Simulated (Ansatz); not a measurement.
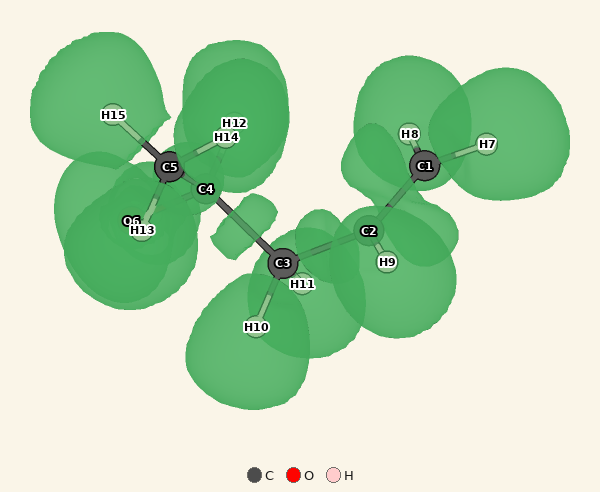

The picture shows: C5H10O (SMILES C=CCC(C)O). Isosurface of the ELF at 0.75 (green), seen from one side. Only the valence region is drawn (cores and ρ < 0.01 e/Å³ removed).

Not at a stationary point (largest force 1.5 eV/Å).

Method: SCF B3LYP, Gaussian basis in Ansatz 0.2.0.

Input file:

```
crystal:
  periodic: [false, false, false]
  atoms:
    - { symbol: C, position_ang: [2.24959, 0.01977, -0.4662] }
    - { symbol: C, position_ang: [1.42451, 0.46896, 0.48398] }
    - { symbol: C, position_ang: [0.2439, -0.3382, 0.95608] }
    - { symbol: C, position_ang: [-0.86738, -0.43451, -0.10803] }
    - { symbol: C, position_ang: [-1.48855, 0.93442, -0.39659] }
    - { symbol: O, position_ang: [-1.87697, -1.29759, 0.34571] }
    - { symbol: H, position_ang: [3.09903, 0.61991, -0.77553] }
    - { symbol: H, position_ang: [2.0878, -0.94516, -0.93691] }
    - { symbol: H, position_ang: [1.62583, 1.42934, 0.94928] }
    - { symbol: H, position_ang: [-0.16695, 0.1267, 1.87867] }
    - { symbol: H, position_ang: [0.5921, -1.3589, 1.22716] }
    - { symbol: H, position_ang: [-0.4433, -0.82912, -1.06097] }
    - { symbol: H, position_ang: [-1.90956, 1.37469, 0.53262] }
    - { symbol: H, position_ang: [-0.72945, 1.62769, -0.81664] }
    - { symbol: H, position_ang: [-2.30646, 0.82526, -1.1401] }
    - { symbol: H, position_ang: [-1.53412, -2.22327, 0.2373] }
basis:
  gaussian:
    orbitals: def2-SVP
hamiltonian:
  xc: b3lyp
output:
  orbitals: {}
  forces: true
```

Command:

```sh
python run_energy.py
```

**Describe the localisation domains.**

The ELF exceeds this value in four regions between bonded C–C atoms (shared pairs), nine regions around hydrogen nuclei and one joined region spread over several atoms (H, O), in which their bonds and any lone pairs are merged.

Values along the shortest contacts:
C–C (1.34 Å): the ELF peaks at about 0.95 between the atoms; a multiple bond. C–O (1.40 Å): the ELF peaks at about 0.90 between the atoms, as expected for a shared but strongly polarised pair.
